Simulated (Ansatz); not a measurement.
# Rh(111) film of 2 layers: electron–phonon coupling and resistivity

Question: is the lattice of Rh(111) film of 2 layers stable, and if so, what are its coupling constant and resistivity?

Program: Ansatz 0.2.0. Level of theory: DFT PBEsol, scalar-relativistic, plane waves, PAW; PAW set soft_1. Results are calculated unless marked as measured.

**1. The starting structure**

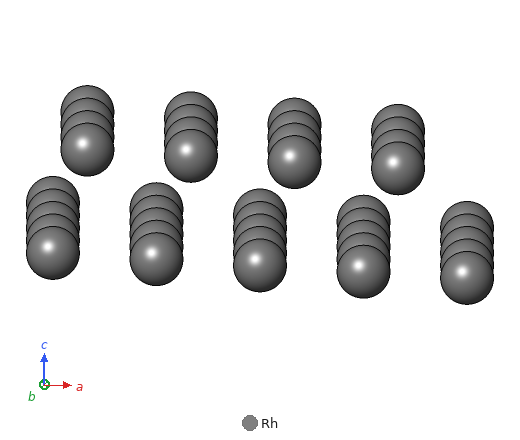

The starting structure, seen nearly edge on (rhodium grey). 4×4×1 cells are drawn. Some periodic images of atoms are drawn too.

The cell holds 2 atoms: 2 Rh. Cell: a = 2.687 Å, b = 2.687 Å, c = 13.194 Å, α = 90.0°, β = 90.0°, γ = 120.0°. It derives from Rh. Vacuum lies along c.

**2. Rough relaxation**

The start is far from rest, so a relaxation with loose thresholds does the first part.

File input.yaml:

```yaml
crystal:
  lattice:
    - [2.68701, 0.0, 0.0]
    - [-1.3435, 2.32702, 0.0]
    - [0.0, 0.0, 13.19393]
  atoms:
    - { symbol: Rh, position: [0.0, 0.0, 0.41685833] }
    - { symbol: Rh, position: [0.33333333, 0.66666667, 0.58314167] }
  periodic: [true, true, false]
kpoints:
  mp_grid: { grid: [9, 9, 1] }
hamiltonian:
  xc: pbesol
  pseudopotentials: { kind: paw, azcp: { folder: soft_1 }, xc_functional: pbe }
scf:
  occupations: { method: gaussian, width: 0.1 }
output:
  forces: true
  stress: true
  eigenvalues: true
relax:
  adjacent_minimum: "off"
  f_tol: 0.05
  max_steps: 80
  cell: { stress_2d_tol: 0.02 }
```

Run with:

```sh
> ansatz run input.yaml --threads 4 --pin off --max-ram 20480MiB --backend cpu --events-out ev --progress --plain --runs-dir out
```

Numbers of over 12 decimals in the logs are rounded to 6 here.

Log:

```text
Warning: crystal.periodic: the lattice vector that does not repeat stood 0.000° off the slab's normal, 13.194 Å along it as the deck builds it. The run solves the slab on a vector along the normal, 28.188 Å long, with every atom where it was (on the deck's vector they left 11.00 Å outside them, and the widest stretch free of ions among them is 2.19 Å). A fractional position that the run reports is one of the run's ce [...]
The last accepted step is kept in <dir> (removed where the run ends without a failure and the disk answers)
crystal.periodic: the lattice vector that does not repeat stood 0.000° off the slab's normal, 13.194 Å along it as the deck builds it. The run solves the slab on a vector along the normal, 28.188 Å long, with every atom where it was (on the deck's vector they left 11.00 Å outside them, and the widest stretch free of ions among them is 2.19 Å). A fractional position that the run reports is one of the run's cell, which [...]
Engine: ansatz 0.2.0, aarch64-unknown-linux-gnu
Pseudopotentials: kind: paw
Pseudopotential: Rh, paw, valence charge 17, recommended cutoff 420 eV (normal), soft_1/Rh.paw.azcp
Functional definition: PBEsol
  exchange = pbesol_x
  correlation = pbesol_c
Crystal: 2 atoms, lattice volume = 176.251 Å³
Basis set: ecut = 420 eV, 3497 PW (Γ), exchange–correlation on 36×36×384 points (8 copies of the dense FFT grid, shifted against one another)
Bands: 21, of which v1, the nominal top of the filled ones, is band 17 counted from 1 (16 counted from 0)
Symmetry: 12 space group operations
Space group: P-3m1 (ITA 164), of the structure as read, at distance tolerance 5.6e-5 Å
k-points: 12 of 81
Non-local potential: Rh, projectors of the file, l = 0: 3, l = 1: 2, l = 2: 2, l = 3: 1
PAW form: soft (Blöchl's): semilocal exchange-correlation on the pseudo side does not see the compensation charge
PAW frozen core: Rh, regenerated for the run's functional, and the local potential with it (the file was generated under x = pbe(κ = 0.804, μ = 0.219515), c = pbe(β = 0.066725))
PAW one-centre angular grid: Rh, 590 points (default); XC on 64 Gauss nodes
Initial density: superposition of atomic densities (neutral atoms: chi_scale 0, normalization atom)
Initial wavefunctions: pseudopotential atomic-orbital guess
Functional: x = pbesol(κ = 0.804, μ = 0.123457), c = pbesol(β = 0.046)
SCF iter   1: F=—  HF=-12676.688473 eV  |F-HF|=—  |Δ(HF+E_count)|=         —  Δρ=4.26e-2  dr2=3.49e0  ethr=3.10e-3  ⟨swp⟩=12.2  Hψ=2040  notcnv=0
preconditioner: auto → LDOS  [metal: Δε(μ)=0.103 eV  Ē_g=5.714 eV  σ=0.100 eV  W_gap=0.48  n_scr=18 (ndim 8)  ℏωp=11.9 eV  f_vac=0.767  D(μ)=2.77/eV (n_scr^D=14)  β→1.0]
SCF iter   2: F=—  HF=-12677.964598 eV  |F-HF|=—  |Δ(HF+E_count)|=    1.28e0  Δρ=5.75e-2  dr2=8.03e0  ethr=3.10e-3  ⟨swp⟩=4.9  Hψ=916  notcnv=0  defer=1  recentre
SCF iter   3: F=—  HF=-12675.671247 eV  |F-HF|=—  |Δ(HF+E_count)|=    2.29e0  Δρ=6.07e-3  dr2=1.12e-1  ethr=3.10e-3  ⟨swp⟩=4.1  Hψ=889  notcnv=0  defer=1
SCF iter   4: F=—  HF=-12675.647353 eV  |F-HF|=—  |Δ(HF+E_count)|=   2.39e-2  Δρ=1.54e-3  dr2=5.04e-3  ethr=3.31e-4  ⟨swp⟩=3.1  Hψ=617  notcnv=0  defer=1
SCF iter   5: F=—  HF=-12675.647524 eV  |F-HF|=—  |Δ(HF+E_count)|=   1.71e-4  Δρ=4.11e-4  dr2=2.43e-4  ethr=1.48e-5  ⟨swp⟩=3.4  Hψ=602  notcnv=0  defer=1
SCF iter   6: F=—  HF=-12675.647708 eV  |F-HF|=—  |Δ(HF+E_count)|=   1.84e-4  Δρ=1.09e-4  dr2=1.45e-5  ethr=7.15e-7  ⟨swp⟩=3.5  Hψ=538  notcnv=0  defer=1
SCF iter   7: F=—  HF=-12675.647707 eV  |F-HF|=—  |Δ(HF+E_count)|=   1.51e-6  Δρ=3.06e-5  dr2=9.01e-7  ethr=4.27e-8  ⟨swp⟩=3.1  Hψ=539  notcnv=0  defer=1
iter 8 did not close the SCF: its close was put off until two iterations running show no level that it waits for move by more than its bar (scf_convergence_deferred on its scf_iter line)
SCF iter   8: F=-12675.647707 eV  HF=-12675.647707 eV  |F-HF|=1.79e-7  |Δ(HF+E_count)|=   7.03e-7  Δρ=7.49e-6  dr2=6.93e-8  ethr=2.94e-10  ⟨swp⟩=15.8  Hψ=1825  notcnv=0
iter 9 did not close the SCF: its close was put off until two iterations running show no level that it waits for move by more than its bar (scf_convergence_deferred on its scf_iter line)
SCF iter   9: F=-12675.647707 eV  HF=-12675.647707 eV  |F-HF|=2.48e-9  |Δ(HF+E_count)|=   1.99e-7  Δρ=1.88e-6  dr2=7.74e-9  ethr=2.04e-10  ⟨swp⟩=5.5  Hψ=1255  notcnv=0
SCF iter  10: F=-12675.647707 eV  HF=-12675.647707 eV  |F-HF|=4.16e-9  |Δ(HF+E_count)|=   3.24e-9  Δρ=2.79e-7  dr2=2.25e-10  ethr=2.28e-11  ⟨swp⟩=3.7  Hψ=1015  notcnv=0
SCF 1 converged in 10 iterations: F = -12675.647707 eV  dr2 = 2.25e-10
  greatest PAW one-centre occupation: 0.999 electrons in one spin orbital (limit 2), on the Rh atom at site 1 (counted from 0), in its partial waves of l = 0
relax step   1: F+E_penalty+E_count = -12675.64770742 eV  Δ(F+E_penalty+E_count) = +0.000e0 eV  max|allowed force component| = 7.362e-1 eV/Å  Δτ_max = 0.0000 Å  P = -10.339 N/m  Ω = 176.251 Å³  fix = [c, alpha, beta]  reactions: c -0.000 N/m  (10 SCF iters, dr2 threshold 1.00e-7 eV, accepted)
Crystal: 2 atoms, lattice volume = 160.999 Å³
Basis set: ecut = 420 eV, 3233 PW (Γ), exchange–correlation on 36×36×384 points (8 copies of the dense FFT grid, shifted against one another)
Initial density: handed on by an earlier stage of this run
Initial wavefunctions: those handed on with the density
iter 1 solved again at ethr=6.17e-5 eV; its pass at ethr=3.10e-3 eV (dr2=2.10e-2 eV) is discarded
SCF iter   1: F=—  HF=-12675.740042 eV  |F-HF|=—  |Δ(HF+E_count)|=         —  Δρ=4.99e-3  dr2=2.18e-2  ethr=6.17e-5  ⟨swp⟩=3.3  Hψ=2448  notcnv=0
preconditioner: auto → LDOS  [metal: Δε(μ)=0.089 eV  Ē_g=6.426 eV  σ=0.100 eV  W_gap=0.42  n_scr=18 (ndim 8)  ℏωp=12.4 eV  f_vac=0.777  D(μ)=2.47/eV (n_scr^D=14)  β→1.0]
SCF iter   2: F=—  HF=-12675.746042 eV  |F-HF|=—  |Δ(HF+E_count)|=   6.00e-3  Δρ=3.95e-3  dr2=2.41e-2  ethr=6.17e-5  ⟨swp⟩=2.8  Hψ=609  notcnv=0
SCF iter   3: F=—  HF=-12675.738960 eV  |F-HF|=—  |Δ(HF+E_count)|=   7.08e-3  Δρ=8.94e-4  dr2=2.76e-3  ethr=6.17e-5  ⟨swp⟩=3.8  Hψ=683  notcnv=0
SCF iter   4: F=—  HF=-12675.738402 eV  |F-HF|=—  |Δ(HF+E_count)|=   5.58e-4  Δρ=3.10e-4  dr2=2.50e-4  ethr=8.12e-6  ⟨swp⟩=3.3  Hψ=527  notcnv=0
SCF iter   5: F=—  HF=-12675.738376 eV  |F-HF|=—  |Δ(HF+E_count)|=   2.63e-5  Δρ=5.40e-5  dr2=3.03e-6  ethr=7.34e-7  ⟨swp⟩=3.6  Hψ=557  notcnv=0
SCF iter   6: F=—  HF=-12675.738383 eV  |F-HF|=—  |Δ(HF+E_count)|=   6.43e-6  Δρ=2.95e-5  dr2=1.18e-6  ethr=8.90e-9  ⟨swp⟩=3.8  Hψ=651  notcnv=0
SCF iter   7: F=—  HF=-12675.738383 eV  |F-HF|=—  |Δ(HF+E_count)|=   3.49e-7  Δρ=1.16e-5  dr2=2.17e-7  ethr=3.47e-9  ⟨swp⟩=3.2  Hψ=498  notcnv=0
[...]
SCF iter   1: F=—  HF=-12675.798952 eV  |F-HF|=—  |Δ(HF+E_count)|=         —  Δρ=2.46e-3  dr2=4.20e-3  ethr=1.22e-5  ⟨swp⟩=4.9  Hψ=2299  notcnv=0
preconditioner: auto → LDOS  [insulator: Δε(μ)=0.156 eV  Ē_g=6.041 eV  σ=0.100 eV  W_gap=0.70  n_scr=18 (ndim 8)  ℏωp=12.2 eV  f_vac=0.776  D(μ)=2.02/eV (n_scr^D=12)  ε∞_Penn≈5.1  β→1.0]
SCF iter   2: F=—  HF=-12675.800411 eV  |F-HF|=—  |Δ(HF+E_count)|=   1.46e-3  Δρ=1.58e-3  dr2=3.98e-3  ethr=1.22e-5  ⟨swp⟩=2.9  Hψ=521  notcnv=0
SCF iter   3: F=—  HF=-12675.799350 eV  |F-HF|=—  |Δ(HF+E_count)|=   1.06e-3  Δρ=5.01e-4  dr2=7.25e-4  ethr=1.17e-5  ⟨swp⟩=3.3  Hψ=557  notcnv=0
SCF iter   4: F=—  HF=-12675.799182 eV  |F-HF|=—  |Δ(HF+E_count)|=   1.68e-4  Δρ=1.92e-4  dr2=8.17e-5  ethr=2.13e-6  ⟨swp⟩=3.6  Hψ=532  notcnv=0
SCF iter   5: F=—  HF=-12675.799169 eV  |F-HF|=—  |Δ(HF+E_count)|=   1.30e-5  Δρ=3.95e-5  dr2=1.73e-6  ethr=2.40e-7  ⟨swp⟩=3.8  Hψ=577  notcnv=0
SCF iter   6: F=-12675.799171 eV  HF=-12675.799171 eV  |F-HF|=2.98e-7  |Δ(HF+E_count)|=   1.93e-6  Δρ=9.77e-6  dr2=9.59e-8  ethr=5.88e-10  ⟨swp⟩=11.2  Hψ=1975  notcnv=0
SCF 3 converged in 6 iterations: F = -12675.799171 eV  dr2 = 9.59e-8
relax step   3: F+E_penalty+E_count = -12675.79917098 eV  Δ(F+E_penalty+E_count) = -6.079e-2 eV  max|allowed force component| = 6.399e-2 eV/Å  Δτ_max = 0.0359 Å  P = -1.343 N/m  Ω = 166.318 Å³  energy of the carried Pulay correction = +8.343e-4 eV  fix = [c, alpha, beta]  reactions: c -0.000 N/m  (6 SCF iters, dr2 threshold 2.00e-7 eV, accepted)
[...]
relax step   4: F+E_penalty+E_count = -12675.80101711 eV  Δ(F+E_penalty+E_count) = -1.846e-3 eV  max|allowed force component| = 7.421e-3 eV/Å  Δτ_max = 0.0000 Å  P = +0.380 N/m  Ω = 164.750 Å³  energy of the carried Pulay correction = +9.704e-4 eV  fix = [c, alpha, beta]  reactions: c +0.000 N/m  (5 SCF iters, dr2 threshold 2.00e-7 eV, accepted)
[...]
relax step   5: F+E_penalty+E_count = -12675.80113201 eV  Δ(F+E_penalty+E_count) = -1.149e-4 eV  max|allowed force component| = 2.197e-4 eV/Å  Δτ_max = 0.0004 Å  P = +0.010 N/m  Ω = 165.092 Å³  energy of the carried Pulay correction = +9.406e-4 eV  fix = [c, alpha, beta]  reactions: c +0.000 N/m  (4 SCF iters, dr2 threshold 2.00e-7 eV, accepted)
[...]
relax step   6: F+E_penalty+E_count = -12675.80002075 eV  Δ(F+E_penalty+E_count) = +1.111e-3 eV  max|allowed force component| = 2.311e-4 eV/Å  Δτ_max = 0.0000 Å  P = +0.028 N/m  Ω = 165.092 Å³  fix = [c, alpha, beta]  reactions: c +0.000 N/m  stress off target by 2.77e-2 N/m on what of the cell is left free  SCF on the basis re-selected at this cell (its energy is not comparable with the rows above)  (8 SCF iters)
[...]
relax step   7: F+E_penalty+E_count = -12675.80001862 eV  Δ(F+E_penalty+E_count) = +2.125e-6 eV  max|allowed force component| = 8.574e-6 eV/Å  Δτ_max = 0.0000 Å  P = +0.001 N/m  Ω = 165.118 Å³  energy of the carried Pulay correction = -2.926e-6 eV  fix = [c, alpha, beta]  reactions: c +0.000 N/m  (4 SCF iters, dr2 threshold 1.29e-9 eV, accepted)
iter 1 solved again at ethr=3.89e-7 eV; its pass at ethr=3.10e-3 eV (dr2=1.32e-4 eV) is discarded
SCF iter   1: F=—  HF=-12675.796254 eV  |F-HF|=—  |Δ(HF+E_count)|=         —  Δρ=1.81e-4  dr2=1.92e-6  ethr=3.89e-7  ⟨swp⟩=6.3  Hψ=3203  notcnv=0
preconditioner: auto → LDOS  [insulator: Δε(μ)=0.159 eV  Ē_g=6.094 eV  σ=0.100 eV  W_gap=0.71  n_scr=18 (ndim 8)  ℏωp=12.3 eV  f_vac=0.776  D(μ)=1.99/eV (n_scr^D=12)  ε∞_Penn≈5.0  β→1.0]
SCF iter   2: F=—  HF=-12675.800018 eV  |F-HF|=—  |Δ(HF+E_count)|=   3.76e-3  Δρ=7.13e-6  dr2=8.76e-7  ethr=5.64e-9  ⟨swp⟩=5.3  Hψ=761  notcnv=0
SCF iter   3: F=—  HF=-12675.799994 eV  |F-HF|=—  |Δ(HF+E_count)|=   2.35e-5  Δρ=6.96e-6  dr2=1.40e-7  ethr=2.58e-9  ⟨swp⟩=3.2  Hψ=473  notcnv=0
SCF iter   4: F=—  HF=-12675.800009 eV  |F-HF|=—  |Δ(HF+E_count)|=   1.50e-5  Δρ=4.44e-6  dr2=1.35e-7  ethr=4.12e-10  ⟨swp⟩=3.3  Hψ=508  notcnv=0
SCF iter   5: F=—  HF=-12675.800017 eV  |F-HF|=—  |Δ(HF+E_count)|=   7.50e-6  Δρ=1.39e-6  dr2=3.05e-9  ethr=3.96e-10  ⟨swp⟩=2.6  Hψ=397  notcnv=0
SCF iter   6: F=—  HF=-12675.800017 eV  |F-HF|=—  |Δ(HF+E_count)|=   8.74e-7  Δρ=2.44e-7  dr2=8.68e-11  ethr=8.98e-12  ⟨swp⟩=3.9  Hψ=576  notcnv=0
SCF iter   7: F=—  HF=-12675.800018 eV  |F-HF|=—  |Δ(HF+E_count)|=   9.20e-8  Δρ=8.75e-8  dr2=1.24e-11  ethr=1.00e-12  ⟨swp⟩=3.4  Hψ=575  notcnv=0
SCF iter   8: F=—  HF=-12675.800018 eV  |F-HF|=—  |Δ(HF+E_count)|=   6.35e-9  Δρ=2.06e-8  dr2=3.43e-12  ethr=1.00e-12  ⟨swp⟩=15.8  Hψ=1957  notcnv=0
SCF iter   9: F=-12675.800018 eV  HF=-12675.800018 eV  |F-HF|=2.09e-10  |Δ(HF+E_count)|=   2.92e-9  Δρ=7.88e-9  dr2=1.86e-13  ethr=1.00e-12  ⟨swp⟩=8.7  Hψ=1329  notcnv=0
SCF 8 converged in 9 iterations: F = -12675.800018 eV  dr2 = 1.86e-13
relax step   8: F+E_penalty+E_count = -12675.80001752 eV  Δ(F+E_penalty+E_count) = +1.101e-6 eV  max|allowed force component| = 1.986e-5 eV/Å  Δτ_max = 0.0000 Å  P = +0.001 N/m  Ω = 165.118 Å³  fix = [c, alpha, beta]  reactions: c +0.000 N/m  stress off target by 6.72e-4 N/m on what of the cell is left free  SCF on the basis re-selected at this cell (its energy is not comparable with the rows above)  (9 SCF iters)
basis re-selected at this cell: Δ(F+E_penalty+E_count) = +1.101e-6 eV, ΔP = +0.000 N/m vs the last step (what re-selecting the basis moved, of the pressure what is left beyond the Pulay correction that the steps carried, after the strain that the cell walked since its last selection, with what the two solves' SCF thresholds leave and, on support functions, any second-order correction that the steps lacked; it is no m [...]
SCF converged after 9 iterations
Free energy (F): -12675.800018 eV
Harris-Foulkes:  -12675.800018 eV  (|F-HF|=2.09e-10)
Internal energy: -12675.790079 eV  (E = F + TS)
E sigma→0 (E₀):  -12675.795048 eV
Entropy (-TS):   -0.009938 eV (-4.969 meV/atom)
Fermi energy:    -5.237045 eV
--- Per-component energies (eV) ---
  E_band       = -1100.668130
  E_kinetic    = 1074.736749
  E_local      = -105102.447646  (includes V_loc(G=0)·N_el)
  E_nonlocal   = 602.579078
  E_hartree    = 51704.332567
  E_xc         = -399.720769
  E_vxc        = -503.233307  (∫ρ·V_xc dr)
  E_paw        = -7081.426728  (= ΣΔE_a)
  E_vpaw       = -580.968256  (= ΣTr[D̂ρ^β])
  E_aug_tail   = 0.000150  (compensation charges beyond the density's cutoff)
  E_ewald      = 46525.604119
  E_core_change = 0.552401  (= ΣΔE_core)
  E_smearing   = -0.009938  (= −TS)
  E_closure    = -0.000000  (closes the sum)
  Σ components = -12675.800018   (vs F -12675.800018, Δ=0.00e0)
--- Forces (eV/Å), atoms counted from 1 ---
  atom   1  Rh    -0.00000000     0.00000000     0.00001986
  atom   2  Rh     0.00000000    -0.00000000    -0.00001986
  max |Σ_I F_I| component: 2.31e-18 eV/Å
--- 2D stress c σ (N/m, compression-positive) ---
        0.000672      -0.000000       0.000000
        0.000000       0.000672      -0.000000
        0.000000      -0.000000       0.000000
  P = ½ c Tr σ = 0.0007 N/m
--- Band table (eV; the first three rows and the last of 12) ---
  k-point 0: bands = [... 13 lower, -7.9204, -7.9204, -6.3828, -5.8065, -5.8065, -4.7851, -4.7851, -4.2924]
  k-point 1: bands = [... 13 lower, -7.7596, -7.5918, -6.9286, -6.0507, -5.9464, -5.1636, -4.7741, -2.7291]
  k-point 2: bands = [... 13 lower, -7.5288, -6.9998, -6.6998, -6.6023, -5.9883, -4.7920, -4.1664, -0.8720]
  k-point 11: bands = [... 13 lower, -7.9683, -7.7909, -6.1615, -5.1814, -5.1814, 3.1256, 3.2578, 3.2578]
--- Relaxed structure (6 steps of the walk, 6 accepted, 2 SCFs on fresh bases) ---
  F+E_penalty+E_count = -12675.80001752 eV   max|allowed force component| = 1.986e-5 eV/Å   (the final SCF, on the basis selected at the relaxed cell)
  cell:  # Å, volume = 165.1178 Å³
    - [2.600762, -2.7940912913568397e-6, 0]
    - [-1.300379, 2.252327, 0]
    - [0, 0, 28.187861]
  atoms:
    - { symbol: Rh, position: [4.7272650329609745e-17, -2.5299485836846722e-17, 0.195758] }
    - { symbol: Rh, position: [0.333333, 0.666667, 0.272313] }
```

Wall time 6.9 s (4 threads of Arm Neoverse V2, shared host); peak memory 0.42 GiB.

The steps of the relaxation:

```
step  energy less that of the first step (eV)  largest force component (eV/Å)  volume (Å³)
   1                                   0.0000                          0.7362       176.25
   2                                  -0.0907                          0.9922       161.00
   3                                  -0.1515                          0.0640       166.32
   4                                  -0.1533                          0.0074       164.75
   5                                  -0.1534                          0.0002       165.09
  6*                                  -0.1523                          0.0002       165.09
   7                                  -0.1523                          0.0000       165.12
  8*                                  -0.1523                          0.0000       165.12
```

Relaxation steps marked * repeat the geometry before them on a plane-wave basis chosen anew for their cell, so energy and pressure can jump there.

Forces are held to the 12 operations that the run works with; a distortion that breaks them can't arise in this run.

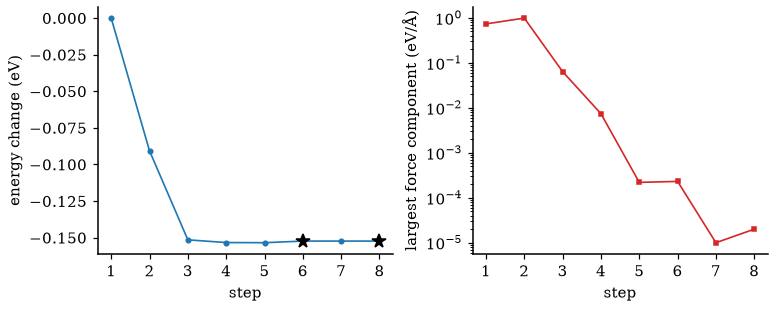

Energy and largest force along the relaxation. Stars mark steps on a basis chosen anew.

```
cell as run  before  after  change
      a (Å)   2.687  2.601  -3.2 %
      b (Å)   2.687  2.601  -3.2 %
```

The atoms that moved most (Å, along periodic axes as changes of fractional coordinates times the final cell, across vacuum about the mean position):

```
atom     dx     dy      dz  length
 Rh1  0.000  0.000   0.018   0.018
 Rh2  0.000  0.000  -0.018   0.018
```

Final coordinates:

```xyz
2
Lattice="2.6008 0.0000 0.0000 -1.3004 2.2523 0.0000 0.0000 0.0000 28.1879" Properties=species:S:1:pos:R:3
Rh    0.0000    0.0000    5.5180
Rh    0.0000    1.5016    7.6759
```

Numbers from this step:

* metallic on mesh: yes
* gap on the k-mesh: 0 eV

The relaxation ends with a largest force component of 2.0e-5 eV/Å.

**3. Relaxation**

The structure is brought to rest under this functional.

input.yaml, the sections that differ from step 2:

```yaml
crystal:
  lattice:
    - [2.6007619233, -2.7941e-06, 0.0]
    - [-1.3003785419, 2.2523272918, 0.0]
    - [0.0, 0.0, 28.1878614963]
  atoms:
    - { symbol: Rh, position: [0.0, 0.0, 0.1957579849] }
    - { symbol: Rh, position: [0.3333333333, 0.6666666667, 0.2723133514] }
  periodic: [true, true, false]
kpoints:
  mp_grid: { grid: [15, 15, 1] }
output:
  forces: true
  stress: true
  eigenvalues: true
  write_density: true
  write_potential: true
  elf: true
  volumetric_format: npy
relax:
  adjacent_minimum: "off"
  f_tol: 0.005
  max_steps: 80
  cell: { stress_2d_tol: 0.02 }
# hamiltonian, scf: as in step 2
```

Log:

```text
[the first part of the log is left out]
  E_xc         = -399.720754
  E_vxc        = -503.234665  (∫ρ·V_xc dr)
  E_paw        = -7081.475700  (= ΣΔE_a)
  E_vpaw       = -581.054706  (= ΣTr[D̂ρ^β])
  E_aug_tail   = 0.000151  (compensation charges beyond the density's cutoff)
  E_ewald      = 46583.818084
  E_core_change = 0.552401  (= ΣΔE_core)
  E_smearing   = -0.014705  (= −TS)
  E_closure    = -0.000000  (closes the sum)
  Σ components = -12675.812020   (vs F -12675.812020, Δ=0.00e0)
--- Forces (eV/Å), atoms counted from 1 ---
  atom   1  Rh     0.00000000     0.00000000    -0.00060645
  atom   2  Rh    -0.00000000    -0.00000000     0.00060645
  max |Σ_I F_I| component: 2.31e-18 eV/Å
--- 2D stress c σ (N/m, compression-positive) ---
       -0.001975       0.000000      -0.000000
        0.000000      -0.001975       0.000000
       -0.000000       0.000000      -0.000000
  P = ½ c Tr σ = -0.0020 N/m
--- Band table (eV; the first three rows and the last of 27) ---
[...]
--- Relaxed structure (3 steps of the walk, 3 accepted, 1 SCFs on fresh bases) ---
[...]
cell:  # Å, volume = 164.9376 Å³
    - [2.599342, -2.7925682908883988e-6, 0]
    - [-1.299669, 2.251098, 0]
    - [0, 0, 28.1878614963]
  atoms:
    - { symbol: Rh, position: [9.255244477676023e-18, -5.0888607913720546e-17, 0.195773] }
    - { symbol: Rh, position: [0.333333, 0.666667, 0.272299] }
```

Run time: 7.3 s. Hardware: 4 threads; peak memory 0.48 GiB; 27 s of CPU time.

Little changed from the start: no atom moved by 0.005 Å and no cell edge by 0.1 %.

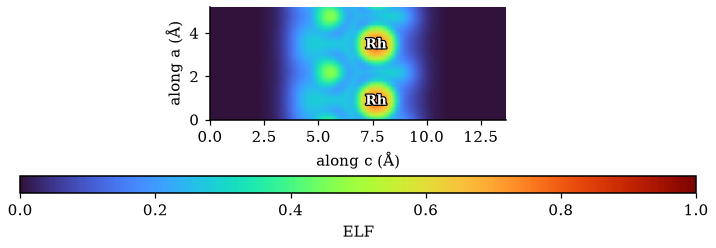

ELF in the ca plane at fractional y = 0.667, with atoms of Rh within 0.2 Å of it. It is the smooth field of the valence electrons, not physical close to the nuclei. The far vacuum is left out of the map.

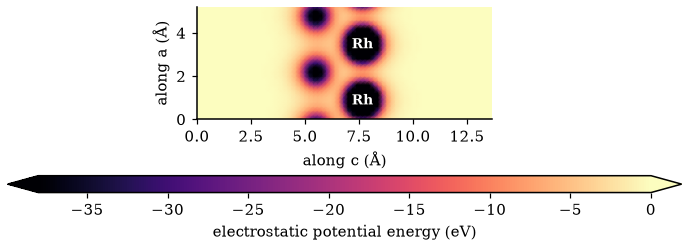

Electrostatic potential energy in the ca plane at fractional y = 0.667, with atoms of Rh within 0.2 Å of it. With pseudopotentials it is smooth inside the atoms' cores, unlike the true potential. The far vacuum is left out of the map.

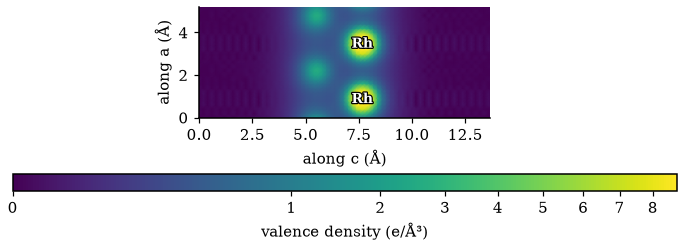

Valence density in the ca plane at fractional y = 0.667, with atoms of Rh within 0.2 Å of it. It is the smooth field of the valence electrons, not physical close to the nuclei. The colour scale is stretched toward low values. The far vacuum is left out of the map.

(Part 1 of 4 ends here.)

[Logs are printed without paths, hosts, clocks, repeated set-up lines and the standing remarks that a program may print on its own settings, such as how far it seeks lower states.]

[Hosts, paths, dates, database ids (printed as entryN), source tags and the programs' standing remarks are cut or masked in the printed files.]
